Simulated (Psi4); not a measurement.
**AlHOF (SMILES [O][AlH][F]) at 4 levels**

Aim: a comparison of 4 runs (UHF/cc-pVDZ-F12, USOGGA11/LANL2DZ, USVWN5/3-21G) of AlHOF. 

The calculation is run with Psi4 1.11.

3 further runs of the same task are left out: 2 that didn't finish, 1 set aside as unsound or not needed.

## 1. Starting point

AlHOF: 4 atoms, total charge 0, spin state doublet. As SMILES, `[O][AlH][F]`. The coordinates come from a PBE0-D4/def2-TZVP relaxation.

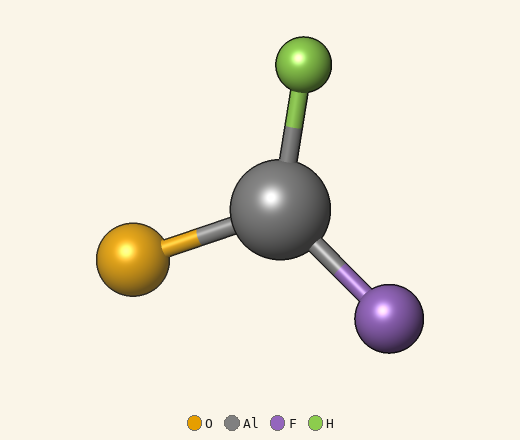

Viewed from a chosen angle; oxygen amber, aluminium grey, fluorine purple, hydrogen green.

## 2. Energy and one-electron properties at UHF/cc-pVDZ-F12 (sfX2C, density fitting with cc-pvdz-jkfit, C-PCM acetonitrile) (run 1)

Input file job.py:

```python
import psi4

psi4.set_memory('1600 MB')
psi4.set_num_threads(1)
psi4.core.set_output_file('alfho.out', False)

geom = psi4.geometry("""
0 2
O     -0.24245186    -2.00613325     2.45551013
Al     0.07218754     0.04932185    -0.06991987
F     -2.12877648    -0.01946418    -2.25293149
H      2.40392060     1.86251407    -0.17083124
units bohr
symmetry c1
""")

psi4.set_options({
    'reference': 'uhf',
    'scf_type': 'df',
    'scf_initial_accelerator': 'ediis',
    's_orthogonalization': 'canonical',
    'df_basis_scf': 'cc-pvdz-jkfit',
    'relativistic': 'x2c',
    'pcm': True,
})
psi4.pcm_helper("""
  Units = Angstrom
  Medium {
    SolverType = CPCM
    Solvent = Acetonitrile
  }
  Cavity {
    Type = GePol
    RadiiSet = UFF
    Scaling = False
    Area = 0.5
    Mode = Implicit
  }
""")

energy_value, wavefunction = psi4.energy('scf/cc-pVDZ-F12', return_wfn=True)
psi4.oeprop(wavefunction, 'NO_OCCUPATIONS', 'MBIS_CHARGES', 'QUADRUPOLE', 'MAYER_INDICES', 'DIPOLE', title='SCF')
print(f'total energy {energy_value:.8f} hartree = {energy_value * 27.211386:.5f} eV')
```

The run is started by

```console
$ python job.py
```

alfho.out:

```text
[...]
  Running in c1 symmetry.
[...]
  Nuclear repulsion =   90.317277353581517
[...]
  Multiplicity = 2
[...]
  Nalpha       = 16
  Nbeta        = 15
[...]
    Number of basis functions: 108
[...]
   @DF-UHF iter   1:  -417.09220600304815   -1.11989e+00   7.35713e-03 EDIIS/DIIS
[...]
   @DF-UHF iter  18:  -417.49304805599132   -5.84055e-08   7.06766e-07 DIIS
[...]
   @S^2 Observed:                7.572116701E-01
[...]
  @DF-UHF Final Energy:  -417.49304805599132
   => Energetics <=
    Nuclear Repulsion Energy =             90.3172773535815168
    One-Electron Energy =                -761.5226293570547114
    Two-Electron Energy =                 253.7278268362021549
    PCM Polarization Energy =              -0.0155228887202599
    Total Energy =                       -417.4930480559913235
  UHF NO Occupations:
  HONO-2 :   14  A 1.9988616
[...]
 Multipole Moments:
 ------------------------------------------------------------------------------------
     Multipole            Electronic (a.u.)      Nuclear  (a.u.)        Total (a.u.)
 ------------------------------------------------------------------------------------
 L = 1.  Multiply by 2.5417464519 to convert [e a0] to [Debye]
 Dipole X            :         -1.4093831            1.9075346            0.4981515
 Dipole Y            :         -0.2052648            0.6761958            0.4709310
 Dipole Z            :         -1.1746468            1.0369070           -0.1377397
 Magnitude           :                                                    0.6992161
 L = 2.  Multiply by 1.3450342976 to convert [e a0^2] to [Debye ang]
 Quadrupole XX       :        -54.4326968           37.0489630          -17.3837338
 Quadrupole XY       :         -2.0102615            0.9703873           -1.0398742
[...]
```

On the terminal:

```text
total energy -417.49304806 hartree = -11360.56448 eV
```

Run time: 12 s. Hardware: 1 thread of AMD EPYC 7R43 (Zen 3), shared host; peak memory 0.31 GiB.

Atomic charges (e):

| atom | MBIS |
| --- | --- |
| O1 | -0.703 |
| Al2 | +1.985 |
| F3 | -0.727 |
| H4 | -0.555 |

## 3. Energy and one-electron properties at UHF/cc-pVDZ-F12 (sfX2C, density fitting, C-PCM acetonitrile) (run 2)

Input file job.inp:

```
memory 1600 mb

molecule mol {
  0 2
  O     -0.128300    -1.061600     1.299400
  Al     0.038200     0.026100    -0.037000
  F     -1.126500    -0.010300    -1.192200
  H      1.272100     0.985600    -0.090400
  symmetry c1
}

set globals {
  basis        cc-pVDZ-F12
  reference    uhf
  scf_type     df
  relativistic x2c
  pcm          true
}

pcm = {
  Units = Angstrom
  Medium {
    SolverType = CPCM
    Solvent = Acetonitrile
  }
  Cavity {
    Type = GePol
    RadiiSet = UFF
    Scaling = False
    Area = 0.5
    Mode = Implicit
  }
}

e_tot, wfn = energy("scf", return_wfn=True)
oeprop(wfn, "NO_OCCUPATIONS", "MBIS_CHARGES", "QUADRUPOLE", "MAYER_INDICES", "DIPOLE", title="SCF")
print_variables()
```

The run is started by

```console
$ psi4 -i job.inp -o job.out -n 1
```

job.out:

```text
[...]
  Running in c1 symmetry.
[...]
  Nuclear repulsion =   90.317277372079701
[...]
  Multiplicity = 2
[...]
  Nalpha       = 16
  Nbeta        = 15
[...]
    Number of basis functions: 108
[...]
   @DF-UHF iter   1:  -417.09243910878575   -1.12009e+00   7.35686e-03 DIIS/ADIIS
[...]
   @DF-UHF iter  18:  -417.49324972601920   -6.07706e-08   7.42112e-07 DIIS
[...]
   @S^2 Observed:                7.572089439E-01
[...]
  @DF-UHF Final Energy:  -417.49324972601920
   => Energetics <=
    Nuclear Repulsion Energy =             90.3172773720797011
    One-Electron Energy =                -761.5239082682181788
    Two-Electron Energy =                 253.7288972219563163
    PCM Polarization Energy =              -0.0155160518370817
    Total Energy =                       -417.4932497260192008
  UHF NO Occupations:
  HONO-2 :   14  A 1.9988619
[...]
 Multipole Moments:
 ------------------------------------------------------------------------------------
     Multipole            Electronic (a.u.)      Nuclear  (a.u.)        Total (a.u.)
 ------------------------------------------------------------------------------------
 L = 1.  Multiply by 2.5417464519 to convert [e a0] to [Debye]
 Dipole X            :         -1.4098042            1.9075346            0.4977304
 Dipole Y            :         -0.2056127            0.6761958            0.4705831
 Dipole Z            :         -1.1746001            1.0369070           -0.1376930
 Magnitude           :                                                    0.6986726
 L = 2.  Multiply by 1.3450342976 to convert [e a0^2] to [Debye ang]
 Quadrupole XX       :        -54.4321191           37.0489630          -17.3831561
 Quadrupole XY       :         -2.0109305            0.9703873           -1.0405432
[...]
```

Wall time 13 s (1 thread of AMD EPYC 7R43 (Zen 3), shared host); peak memory 0.32 GiB.

Atomic charges (e):

| atom | MBIS |
| --- | --- |
| O1 | -0.703 |
| Al2 | +1.985 |
| F3 | -0.727 |
| H4 | -0.555 |

Run 3 isn't shown in full; the table further down has it.

## 4. The energy at USVWN5/3-21G (run 4)

Input file calc.inp:

```
memory 1600 mb

molecule mol {
  0 2
  O
  Al 1 R2
  F 2 R3 1 A3
  H 2 R4 3 A4 1 D4

  R2 = 1.731121
  R3 = 1.640835
  A3 = 117.47057
  R4 = 1.56397
  A4 = 123.33876
  D4 = -179.99548
  units angstrom
  symmetry c1
}

set basis 3-21G
set reference uks
set puream true
set e_convergence 1e-09
set d_convergence 1e-08
set scf_type pk
set dft_radial_points 99
set dft_spherical_points 590
set maxiter 200

E = energy('scf', dft_functional={"name": "SVWN5", "x_functionals": {"LDA_X": {}}, "c_functionals": {"LDA_C_VWN": {}}})
print_variables()
```

The run is started by

```console
$ psi4 calc.inp calc.out -n 1
```

calc.out:

```text
[...]
  Running in c1 symmetry.
[...]
  Nuclear repulsion =   90.317254811933893
[...]
  Multiplicity = 2
[...]
  Nalpha       = 16
  Nbeta        = 15
[...]
    Number of basis functions: 33
[...]
   @UKS iter   1:  -413.37534881149941   -4.76973e-01   2.11117e-02 ADIIS/DIIS
[...]
   @UKS iter  13:  -413.57856562653944   -2.04636e-12   6.14060e-09 DIIS
[...]
   @S^2 Observed:                7.545201481E-01
[...]
  @UKS Final Energy:  -413.57856562653944
   => Energetics <=
    Nuclear Repulsion Energy =             90.3172548119338927
    One-Electron Energy =                -758.0065678123401085
    Two-Electron Energy =                 289.8570874242916489
    DFT Exchange-Correlation Energy =     -35.7463400504249122
    Empirical Dispersion Energy =           0.0000000000000000
    VV10 Nonlocal Energy =                  0.0000000000000000
    Total Energy =                       -413.5785656265394437
[...]
 Multipole Moments:
 ------------------------------------------------------------------------------------
     Multipole            Electronic (a.u.)      Nuclear  (a.u.)        Total (a.u.)
 ------------------------------------------------------------------------------------
 L = 1.  Multiply by 2.5417464519 to convert [e a0] to [Debye]
 Dipole X            :         -0.0001456            0.0000982           -0.0000475
 Dipole Y            :         -1.9086651            2.2658750            0.3572100
 Dipole Z            :          0.5516758           -0.1921415            0.3595343
 Magnitude           :                                                    0.5068174
[...]
```

It took 5.1 s on 1 thread of AMD EPYC 7R43 (Zen 3), shared host; peak memory 0.24 GiB.

## 5. All runs side by side

| run | level | integral approximation | scf initial accelerator | energy (Eh) | dipole moment (D) | HOMO energy (eV) | LUMO energy (eV) | wall time |
| --- | --- | --- | --- | --- | --- | --- | --- | --- |
| 1 | UHF/cc-pVDZ-F12 (sfX2C, density fitting with cc-pvdz-jkfit, C-PCM acetonitrile) | cc-pvdz-jkfit | ediis | -417.493048 | 1.78 | -13.01 | 0.80 | 12 s |
| 2 | UHF/cc-pVDZ-F12 (sfX2C, density fitting, C-PCM acetonitrile) | program's default | – | -417.493250 | 1.78 | -13.01 | 0.79 | 13 s |
| 3 | USOGGA11/LANL2DZ (core potential, Cartesian functions) | none | – | -177.636968 | 2.03 | -7.43 | -6.63 | 5.4 s |
| 4 | USVWN5/3-21G | none | – | -413.578566 | 1.29 | -6.83 | -6.55 | 5.1 s |

## 6. Outcome

| quantity | value |
| --- | --- |
| run 4: total energy | -413.57857 Eh |
| run 4: dipole moment | 1.29 D |
| run 4: HOMO energy (highest over α and β) | -6.83 eV |
| run 4: LUMO energy (lowest over α and β) | -6.55 eV |
| run 4: ⟨S²⟩ | 0.755 |

**Reading.** The dipole moment (its size) runs from 1.29 D (USVWN5/3-21G) to 2.03 D (USOGGA11/LANL2DZ). The two ends differ in method and basis and core potential. Totals of different functionals can't be ranked against each other. Some runs of one species differ in core potentials or relativity; totals across that change don't compare. All runs together took 35 s, the longest 13 s.
